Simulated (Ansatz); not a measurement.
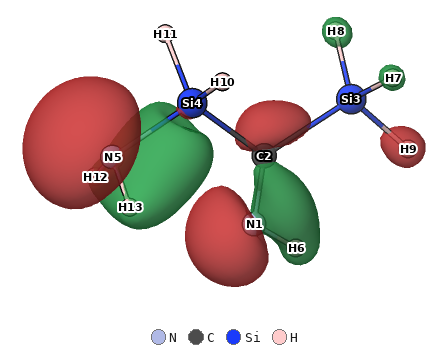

CH₈N₂Si₂. The HOMO−1 at ±0.1 Å⁻³ᐟ² (green and red are the two phases), seen at a tilt.

The fields and orbitals are those of the mean-field reference, not of the correlated method.

Computed with MP2, Gaussian basis (Ansatz 0.2.0).

Input

```
crystal:
  periodic: [false, false, false]
  atoms:
    - { symbol: "N", position_ang: [-0.3141, 1.248, 1.126] }
    - { symbol: C, position_ang: [-0.1496, 0.1507, 0.5298] }
    - { symbol: Si, position_ang: [-0.2603, -1.5184, 1.3375] }
    - { symbol: Si, position_ang: [0.3688, 0.0825, -1.2976] }
    - { symbol: "N", position_ang: [0.3472, 1.6416, -1.9741] }
    - { symbol: H, position_ang: [-0.5925, 1.1922, 2.1097] }
    - { symbol: H, position_ang: [1.1047, -2.2245, 1.2909] }
    - { symbol: H, position_ang: [-1.2235, -2.369, 0.7224] }
    - { symbol: H, position_ang: [-0.5769, -1.3419, 2.8298] }
    - { symbol: H, position_ang: [1.6377, -0.5166, -1.4811] }
    - { symbol: H, position_ang: [-0.7305, -0.678, -2.0452] }
    - { symbol: H, position_ang: [-0.5368, 2.0872, -1.7353] }
    - { symbol: H, position_ang: [0.9461, 2.2114, -1.3981] }
basis:
  gaussian:
    orbitals: "6-31G*"
correlation:
  method: mp2
output:
  orbitals: {}
```

Launched as:

```sh
python ch8n2si2_energy.py
```

Question: Where does this orbital lie, and at what energy?

Answer: Its weight (Hirshfeld) is mainly on N5 (about 55 %), N1 (about 15 %) and Si4 (about 10 %). Its energy is −11.87 eV.
